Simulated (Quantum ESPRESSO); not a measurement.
# Cl on fcc sites of Rh(111), stepped through the coverage, part 5 of 10

Wanted: a table for Cl on fcc sites of Rh(111) against the coverage, and what can be fitted to it.

Quantum ESPRESSO 7.5; plane-wave DFT, PBE, GBRV ultrasoft pseudopotentials.

So far. Step 6 (Ground state, 0 ML): The vacuum levels are read from the outermost 0.7 Å of the cell on either side. Step 6 (Ground state, 0 ML): Inside the slab this potential holds the local part of the pseudopotentials, which can be repulsive at the nuclei; only its value in the vacuum has a meaning of its own.

### Step 7. Relaxing the ions, 0.1111 ML

System of this step: Rh(111), 3 layers, 9 sites a cell, 1 Cl on fcc sites. The cell holds 28 atoms: 27 Rh and 1 Cl. Its edges and angles: a = 8.129 Å, b = 8.129 Å, c = 20.442 Å, α = 90.0°, β = 90.0°, γ = 60.0°. It derives from Rh. Vacuum lies along c.

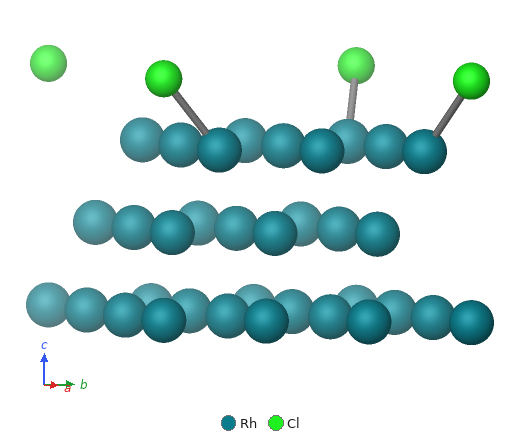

The cell of this step (rhodium blue, chlorine green). Bonds to atoms that aren't drawn are left out. Some periodic images of atoms are drawn too.

File m1.relax.in:

```
&control
  prefix = 'm1.relax'
  outdir = './out'
  pseudo_dir = './pseudo'
  nstep = 70
  forc_conv_thr = 0.0015
  calculation = 'relax'
/
&system
  ibrav = 0
  nat = 28
  ntyp = 2
  ecutwfc = 40
  ecutrho = 200
  occupations = 'smearing'
  smearing = 'mv'
  degauss = 0.02
/
&electrons
  conv_thr = 1e-07
  mixing_beta = 0.3
  electron_maxstep = 120
  mixing_mode = 'local-TF'
/
&ions
/
ATOMIC_SPECIES
  Rh  102.9055  rh_pbe_v1.4.uspp.F.UPF
  Cl  35.4500  cl_pbe_v1.4.uspp.F.UPF
CELL_PARAMETERS angstrom
  8.12899563536155 0.00000000000000 0.00000000000000
  4.06449781768077 7.03991672747592 0.00000000000000
  0.00000000000000 0.00000000000000 20.44213881894749
ATOMIC_POSITIONS crystal
  Rh  0.000000000000 0.000000000000 0.345317623737 0 0 0
  Rh  0.000000000000 0.333333333300 0.345317623737 0 0 0
  Rh  0.000000000000 0.666666666700 0.345317623737 0 0 0
  Rh  0.333333333300 0.000000000000 0.345317623737 0 0 0
  Rh  0.333333333300 0.333333333300 0.345317623737 0 0 0
  Rh  0.333333333300 0.666666666700 0.345317623737 0 0 0
  Rh  0.666666666700 0.000000000000 0.345317623737 0 0 0
  Rh  0.666666666700 0.333333333300 0.345317623737 0 0 0
  Rh  0.666666666700 0.666666666700 0.345317623737 0 0 0
  Rh  0.111111111100 0.111111111100 0.453546630519 0 0 0
  Rh  0.111111111100 0.444444444500 0.453546630519 0 0 0
  Rh  0.111111111100 0.777777777800 0.453546630519 0 0 0
  Rh  0.444444444500 0.111111111100 0.453546630519 0 0 0
  Rh  0.444444444500 0.444444444500 0.453546630519 0 0 0
  Rh  0.444444444500 0.777777777800 0.453546630519 0 0 0
  Rh  0.777777777800 0.111111111100 0.453546630519 0 0 0
  Rh  0.777777777800 0.444444444500 0.453546630519 0 0 0
  Rh  0.777777777800 0.777777777800 0.453546630519 0 0 0
  Rh  0.888888888900 0.888888888900 0.561775637301
  Rh  0.888888888900 0.222222222200 0.561775637301
  Rh  0.888888888900 0.555555555600 0.561775637301
  Rh  0.222222222200 0.888888888900 0.561775637301
  Rh  0.222222222200 0.222222222200 0.561775637301
  Rh  0.222222222200 0.555555555600 0.561775637301
  Rh  0.555555555600 0.888888888900 0.561775637301
  Rh  0.555555555600 0.222222222200 0.561775637301
  Rh  0.555555555600 0.555555555600 0.561775637301
  Cl  0.000000000000 0.000000000000 0.654682376263
K_POINTS automatic
  4 4 1 0 0 0
```

Started as:

```
$ OMP_NUM_THREADS=1 mpirun -n 16 pw.x -nk 1 -in m1.relax.in > m1.relax.out
```

The program printed:

```text
[banner, memory and clock lines left out]
Program PWSCF v.7.5 starts
[...]
Message from routine setup:
[...]
number of electrons       =       412.00
     number of Kohn-Sham states=          247
     kinetic-energy cutoff     =      40.0000  Ry
     charge density cutoff     =     200.0000  Ry
[...]
number of k points=     4  Marzari-Vanderbilt smearing, width (Ry)=  0.0200
[...]
Dense  grid:   377213 G-vectors     FFT dimensions: (  72,  72, 180)
[...]
negative rho (up, down):  1.611E+00 0.000E+00
     Starting wfcs are  328 randomized atomic wfcs
[...]
negative rho (up, down):  1.642E+00 0.000E+00
[...]
estimated scf accuracy    <      38.97133700 Ry
[...]
negative rho (up, down):  1.678E+00 0.000E+00
[...]
estimated scf accuracy    <       7.76356902 Ry
[...]
negative rho (up, down):  1.728E+00 0.000E+00
[...]
estimated scf accuracy    <       3.69159481 Ry
[...]
negative rho (up, down):  1.729E+00 0.000E+00
[...]
estimated scf accuracy    <       0.18219029 Ry
[...]
negative rho (up, down):  1.728E+00 0.000E+00
[...]
estimated scf accuracy    <       0.16992421 Ry
[...]
negative rho (up, down):  1.726E+00 0.000E+00
[...]
estimated scf accuracy    <       0.06258090 Ry
[...]
negative rho (up, down):  1.715E+00 0.000E+00
[...]
estimated scf accuracy    <       0.00472546 Ry
[...]
negative rho (up, down):  1.694E+00 0.000E+00
[...]
estimated scf accuracy    <       0.00357014 Ry
[...]
negative rho (up, down):  1.676E+00 0.000E+00
[...]
estimated scf accuracy    <       0.00204423 Ry
[...]
negative rho (up, down):  1.657E+00 0.000E+00
[...]
estimated scf accuracy    <       0.00083822 Ry
[...]
negative rho (up, down):  1.652E+00 0.000E+00
[...]
estimated scf accuracy    <       0.00039413 Ry
[...]
negative rho (up, down):  1.649E+00 0.000E+00
[...]
estimated scf accuracy    <       0.00022447 Ry
[...]
negative rho (up, down):  1.642E+00 0.000E+00
[...]
estimated scf accuracy    <       0.00013976 Ry
[...]
negative rho (up, down):  1.641E+00 0.000E+00
[...]
estimated scf accuracy    <       0.00004272 Ry
[...]
negative rho (up, down):  1.639E+00 0.000E+00
[...]
estimated scf accuracy    <       0.00002805 Ry
[...]
negative rho (up, down):  1.638E+00 0.000E+00
[...]
estimated scf accuracy    <       0.00000537 Ry
[...]
negative rho (up, down):  1.637E+00 0.000E+00
[...]
estimated scf accuracy    <       0.00000237 Ry
[...]
negative rho (up, down):  1.637E+00 0.000E+00
[...]
estimated scf accuracy    <       0.00000123 Ry
[...]
negative rho (up, down):  1.637E+00 0.000E+00
[...]
estimated scf accuracy    <       0.00000031 Ry
[...]
negative rho (up, down):  1.637E+00 0.000E+00
[...]
estimated scf accuracy    <       0.00000012 Ry
[...]
negative rho (up, down):  1.637E+00 0.000E+00
[...]
the Fermi energy is     3.5275 ev
!    total energy              =   -4654.76848881 Ry
     estimated scf accuracy    <       0.00000004 Ry
     smearing contrib. (-TS)   =      -0.01468497 Ry
     internal energy E=F+TS    =   -4654.75380383 Ry
[...]
one-electron contribution =  -31588.96111992 Ry
     hartree contribution      =   15903.84295634 Ry
     xc contribution           =    -816.23498285 Ry
     ewald contribution        =   11846.59934260 Ry
     convergence has been achieved in  21 iterations
     negative rho (up, down):  1.637E+00 0.000E+00
[...]
Total force =     0.071588     Total SCF correction =     0.000272
[...]
negative rho (up, down):  1.640E+00 0.000E+00
[...]
negative rho (up, down):  1.641E+00 0.000E+00
[...]
estimated scf accuracy    <       0.09948465 Ry
[...]
negative rho (up, down):  1.641E+00 0.000E+00
[...]
estimated scf accuracy    <       0.02591360 Ry
[...]
negative rho (up, down):  1.641E+00 0.000E+00
[...]
estimated scf accuracy    <       0.00302817 Ry
[...]
negative rho (up, down):  1.641E+00 0.000E+00
[...]
estimated scf accuracy    <       0.00157690 Ry
[...]
negative rho (up, down):  1.641E+00 0.000E+00
[...]
estimated scf accuracy    <       0.00006511 Ry
[...]
negative rho (up, down):  1.641E+00 0.000E+00
[...]
estimated scf accuracy    <       0.00002228 Ry
[...]
negative rho (up, down):  1.641E+00 0.000E+00
[...]
estimated scf accuracy    <       0.00000781 Ry
[...]
negative rho (up, down):  1.641E+00 0.000E+00
[...]
estimated scf accuracy    <       0.00000490 Ry
[...]
negative rho (up, down):  1.641E+00 0.000E+00
[...]
estimated scf accuracy    <       0.00000271 Ry
[...]
negative rho (up, down):  1.641E+00 0.000E+00
[...]
estimated scf accuracy    <       0.00000072 Ry
[...]
negative rho (up, down):  1.641E+00 0.000E+00
[...]
estimated scf accuracy    <       0.00000043 Ry
[...]
negative rho (up, down):  1.641E+00 0.000E+00
[...]
estimated scf accuracy    <       0.00000024 Ry
[...]
negative rho (up, down):  1.641E+00 0.000E+00
[...]
estimated scf accuracy    <       0.00000017 Ry
[...]
negative rho (up, down):  1.641E+00 0.000E+00
[...]
estimated scf accuracy    <       0.00000011 Ry
[...]
negative rho (up, down):  1.641E+00 0.000E+00
[...]
the Fermi energy is     3.5246 ev
!    total energy              =   -4654.77308968 Ry
     estimated scf accuracy    <       0.00000003 Ry
     smearing contrib. (-TS)   =      -0.01426740 Ry
     internal energy E=F+TS    =   -4654.75882228 Ry
[...]
one-electron contribution =  -31640.28232290 Ry
     hartree contribution      =   15929.40325994 Ry
     xc contribution           =    -816.26443095 Ry
     ewald contribution        =   11872.38467162 Ry
     convergence has been achieved in  15 iterations
     negative rho (up, down):  1.641E+00 0.000E+00
[...]
Total force =     0.057324     Total SCF correction =     0.000886
[...]
negative rho (up, down):  1.633E+00 0.000E+00
[...]
negative rho (up, down):  1.633E+00 0.000E+00
[...]
estimated scf accuracy    <       0.13888859 Ry
[...]
negative rho (up, down):  1.633E+00 0.000E+00
[...]
estimated scf accuracy    <       0.03640869 Ry
[...]
negative rho (up, down):  1.633E+00 0.000E+00
[...]
estimated scf accuracy    <       0.00406293 Ry
[...]
negative rho (up, down):  1.633E+00 0.000E+00
[...]
estimated scf accuracy    <       0.00222220 Ry
[...]
negative rho (up, down):  1.633E+00 0.000E+00
[...]
estimated scf accuracy    <       0.00000382 Ry
[...]
negative rho (up, down):  1.633E+00 0.000E+00
[...]
estimated scf accuracy    <       0.00000103 Ry
[...]
negative rho (up, down):  1.633E+00 0.000E+00
[...]
estimated scf accuracy    <       0.00000063 Ry
[...]
negative rho (up, down):  1.634E+00 0.000E+00
[...]
estimated scf accuracy    <       0.00000032 Ry
[...]
negative rho (up, down):  1.634E+00 0.000E+00
[...]
estimated scf accuracy    <       0.00000025 Ry
[...]
negative rho (up, down):  1.634E+00 0.000E+00
[...]
estimated scf accuracy    <       0.00000015 Ry
[...]
negative rho (up, down):  1.634E+00 0.000E+00
[...]
estimated scf accuracy    <       0.00000006 Ry
[...]
negative rho (up, down):  1.634E+00 0.000E+00
[...]
the Fermi energy is     3.5231 ev
!    total energy              =   -4654.77701398 Ry
     estimated scf accuracy    <          6.3E-09 Ry
     smearing contrib. (-TS)   =      -0.01375813 Ry
     internal energy E=F+TS    =   -4654.76325585 Ry
[...]
one-electron contribution =  -31701.21052739 Ry
     hartree contribution      =   15959.77382908 Ry
     xc contribution           =    -816.30323241 Ry
     ewald contribution        =   11902.97667487 Ry
     convergence has been achieved in  16 iterations
     negative rho (up, down):  1.634E+00 0.000E+00
[...]
Total force =     0.042981     Total SCF correction =     0.000157
[...]
negative rho (up, down):  1.633E+00 0.000E+00
[...]
negative rho (up, down):  1.633E+00 0.000E+00
[...]
estimated scf accuracy    <       0.30974811 Ry
[...]
negative rho (up, down):  1.633E+00 0.000E+00
[...]
estimated scf accuracy    <       0.09052434 Ry
[...]
negative rho (up, down):  1.633E+00 0.000E+00
[...]
estimated scf accuracy    <       0.01029191 Ry
[...]
negative rho (up, down):  1.633E+00 0.000E+00
[...]
estimated scf accuracy    <       0.00548515 Ry
[...]
negative rho (up, down):  1.633E+00 0.000E+00
[...]
estimated scf accuracy    <       0.00019039 Ry
[...]
negative rho (up, down):  1.633E+00 0.000E+00
[...]
estimated scf accuracy    <       0.00007808 Ry
[...]
negative rho (up, down):  1.633E+00 0.000E+00
[...]
estimated scf accuracy    <       0.00003702 Ry
[...]
negative rho (up, down):  1.633E+00 0.000E+00
[...]
estimated scf accuracy    <       0.00001565 Ry
[...]
negative rho (up, down):  1.633E+00 0.000E+00
[...]
estimated scf accuracy    <       0.00001273 Ry
[...]
negative rho (up, down):  1.633E+00 0.000E+00
[...]
estimated scf accuracy    <       0.00000250 Ry
[...]
negative rho (up, down):  1.634E+00 0.000E+00
[...]
estimated scf accuracy    <       0.00000160 Ry
[...]
negative rho (up, down):  1.634E+00 0.000E+00
[...]
estimated scf accuracy    <       0.00000075 Ry
[...]
negative rho (up, down):  1.634E+00 0.000E+00
[...]
estimated scf accuracy    <       0.00000054 Ry
[...]
negative rho (up, down):  1.634E+00 0.000E+00
[...]
estimated scf accuracy    <       0.00000033 Ry
[...]
negative rho (up, down):  1.634E+00 0.000E+00
[...]
estimated scf accuracy    <       0.00000003 Ry
[...]
negative rho (up, down):  1.634E+00 0.000E+00
[...]
estimated scf accuracy    <       0.00000002 Ry
[...]
negative rho (up, down):  1.634E+00 0.000E+00
[...]
the Fermi energy is     3.5226 ev
!    total energy              =   -4654.78079934 Ry
     estimated scf accuracy    <          3.6E-09 Ry
     smearing contrib. (-TS)   =      -0.01298528 Ry
     internal energy E=F+TS    =   -4654.76781407 Ry
[...]
one-electron contribution =  -31796.83577854 Ry
     hartree contribution      =   16007.45725497 Ry
     xc contribution           =    -816.36985513 Ry
     ewald contribution        =   11950.98056464 Ry
     convergence has been achieved in  17 iterations
     negative rho (up, down):  1.634E+00 0.000E+00
[...]
Total force =     0.024338     Total SCF correction =     0.000207
[...]
negative rho (up, down):  1.627E+00 0.000E+00
[...]
negative rho (up, down):  1.627E+00 0.000E+00
[...]
estimated scf accuracy    <       0.39580935 Ry
[...]
negative rho (up, down):  1.628E+00 0.000E+00
[...]
estimated scf accuracy    <       0.09833703 Ry
[...]
negative rho (up, down):  1.628E+00 0.000E+00
[...]
estimated scf accuracy    <       0.01274232 Ry
[...]
negative rho (up, down):  1.628E+00 0.000E+00
[...]
estimated scf accuracy    <       0.00621008 Ry
[...]
negative rho (up, down):  1.628E+00 0.000E+00
[...]
estimated scf accuracy    <       0.00020214 Ry
[...]
negative rho (up, down):  1.628E+00 0.000E+00
[...]
estimated scf accuracy    <       0.00010444 Ry
[...]
negative rho (up, down):  1.628E+00 0.000E+00
[...]
estimated scf accuracy    <       0.00004391 Ry
[...]
negative rho (up, down):  1.628E+00 0.000E+00
[...]
estimated scf accuracy    <       0.00001962 Ry
[...]
negative rho (up, down):  1.628E+00 0.000E+00
[...]
estimated scf accuracy    <       0.00001050 Ry
[...]
negative rho (up, down):  1.628E+00 0.000E+00
[...]
estimated scf accuracy    <       0.00000352 Ry
[...]
negative rho (up, down):  1.628E+00 0.000E+00
[...]
estimated scf accuracy    <       0.00000223 Ry
[...]
negative rho (up, down):  1.628E+00 0.000E+00
[...]
estimated scf accuracy    <       0.00000100 Ry
[...]
negative rho (up, down):  1.629E+00 0.000E+00
[...]
estimated scf accuracy    <       0.00000088 Ry
[...]
negative rho (up, down):  1.629E+00 0.000E+00
[...]
estimated scf accuracy    <       0.00000030 Ry
[...]
negative rho (up, down):  1.629E+00 0.000E+00
[...]
estimated scf accuracy    <       0.00000005 Ry
[...]
negative rho (up, down):  1.629E+00 0.000E+00
[...]
estimated scf accuracy    <       0.00000002 Ry
[...]
negative rho (up, down):  1.629E+00 0.000E+00
[...]
the Fermi energy is     3.5247 ev
!    total energy              =   -4654.78234908 Ry
     estimated scf accuracy    <          5.7E-09 Ry
     smearing contrib. (-TS)   =      -0.01217234 Ry
     internal energy E=F+TS    =   -4654.77017675 Ry
[...]
one-electron contribution =  -31908.81158125 Ry
     hartree contribution      =   16063.32441621 Ry
     xc contribution           =    -816.45419121 Ry
     ewald contribution        =   12007.17117951 Ry
     convergence has been achieved in  17 iterations
     negative rho (up, down):  1.629E+00 0.000E+00
[...]
Total force =     0.015365     Total SCF correction =     0.000299
[...]
negative rho (up, down):  1.629E+00 0.000E+00
[...]
negative rho (up, down):  1.629E+00 0.000E+00
[...]
estimated scf accuracy    <       0.00256906 Ry
[...]
negative rho (up, down):  1.629E+00 0.000E+00
[...]
estimated scf accuracy    <       0.00054274 Ry
[...]
negative rho (up, down):  1.629E+00 0.000E+00
[...]
estimated scf accuracy    <       0.00010773 Ry
[...]
negative rho (up, down):  1.629E+00 0.000E+00
[...]
estimated scf accuracy    <       0.00005570 Ry
[...]
negative rho (up, down):  1.629E+00 0.000E+00
[...]
estimated scf accuracy    <       0.00000274 Ry
[...]
negative rho (up, down):  1.629E+00 0.000E+00
[...]
estimated scf accuracy    <       0.00000142 Ry
[...]
negative rho (up, down):  1.629E+00 0.000E+00
[...]
estimated scf accuracy    <       0.00000061 Ry
[...]
negative rho (up, down):  1.629E+00 0.000E+00
[...]
estimated scf accuracy    <       0.00000030 Ry
[...]
negative rho (up, down):  1.629E+00 0.000E+00
[...]
estimated scf accuracy    <       0.00000013 Ry
[...]
negative rho (up, down):  1.629E+00 0.000E+00
[...]
estimated scf accuracy    <       0.00000004 Ry
[...]
negative rho (up, down):  1.629E+00 0.000E+00
[...]
estimated scf accuracy    <       0.00000003 Ry
[...]
```

Run time: 23 min. Hardware: 16 MPI ranks of Arm Neoverse V2, shared host; peak memory 4.5 GiB; 6 h of CPU time.

Relaxation path:

```csv
step,energy less that of the first step (eV),largest force (eV/Å)
1,0.0000,0.6553
2,-0.0626,0.5262
3,-0.1160,0.4007
4,-0.1675,0.2758
5,-0.1886,0.2793
6,-0.1913,0.2372
7,-0.1937,0.1879
8,-0.1959,0.1154
9,-0.1970,0.0436
```

The atoms that moved most (Å):

```csv
atom,dx,dy,dz,length
Rh26,-0.020,0.012,-0.073,0.077
Rh24,0.000,-0.023,-0.073,0.077
Rh23,0.020,0.012,-0.073,0.077
Rh25,0.000,0.002,-0.075,0.075
Rh21,0.002,-0.001,-0.075,0.075
Rh27,-0.002,-0.001,-0.075,0.075
Cl28,0.000,0.000,-0.071,0.071
Rh20,0.000,0.044,-0.037,0.058
```

Final coordinates:

```cif
data_structure
_symmetry_space_group_name_H-M 'P 1'
_symmetry_Int_Tables_number 1
_cell_length_a 8.1290
_cell_length_b 8.1290
_cell_length_c 20.4421
_cell_angle_alpha 90.000
_cell_angle_beta 90.000
_cell_angle_gamma 60.000
_cell_volume 1169.85
loop_
_atom_site_label
_atom_site_type_symbol
_atom_site_fract_x
_atom_site_fract_y
_atom_site_fract_z
_atom_site_occupancy
Rh1 Rh 0.00000 0.00000 0.34532 1
Rh2 Rh 0.00000 0.33333 0.34532 1
Rh3 Rh 0.00000 0.66667 0.34532 1
Rh4 Rh 0.33333 0.00000 0.34532 1
Rh5 Rh 0.33333 0.33333 0.34532 1
Rh6 Rh 0.33333 0.66667 0.34532 1
Rh7 Rh 0.66667 0.00000 0.34532 1
Rh8 Rh 0.66667 0.33333 0.34532 1
Rh9 Rh 0.66667 0.66667 0.34532 1
Rh10 Rh 0.11111 0.11111 0.45355 1
Rh11 Rh 0.11111 0.44444 0.45355 1
Rh12 Rh 0.11111 0.77778 0.45355 1
Rh13 Rh 0.44444 0.11111 0.45355 1
Rh14 Rh 0.44444 0.44444 0.45355 1
Rh15 Rh 0.44444 0.77778 0.45355 1
Rh16 Rh 0.77778 0.11111 0.45355 1
Rh17 Rh 0.77778 0.44444 0.45355 1
Rh18 Rh 0.77778 0.77778 0.45355 1
Rh19 Rh 0.88574 0.88574 0.55995 1
Rh20 Rh 0.88574 0.22851 0.55995 1
Rh21 Rh 0.88917 0.55542 0.55812 1
Rh22 Rh 0.22851 0.88574 0.55995 1
Rh23 Rh 0.22386 0.22386 0.55820 1
Rh24 Rh 0.22386 0.55228 0.55820 1
Rh25 Rh 0.55542 0.88917 0.55812 1
Rh26 Rh 0.55228 0.22386 0.55820 1
Rh27 Rh 0.55542 0.55542 0.55812 1
Cl28 Cl 0.00000 0.00000 0.65123 1
```

The relaxation lowers the energy by 7 meV an atom. On the free atoms the largest force ends at 0.044 eV/Å.

Read from the output:

| Item | Value |
| --- | --- |
| free energy | -63331.5486 eV |
| Fermi energy | 3.537 eV |

(Continued in part 6 of 10.)

[Logs are printed without paths, hosts, clocks, repeated set-up lines and the standing remarks that a program may print on its own settings, such as how far it seeks lower states.]

[Hosts, paths, dates, database ids (printed as entryN), source tags and the programs' standing remarks are cut or masked in the printed files.]

[Maps of the electrostatic potential energy from Ansatz leave out the sawtooth potential of an applied field or a dipole correction, so their vacuum need not be flat; planar profiles and work functions include it.]
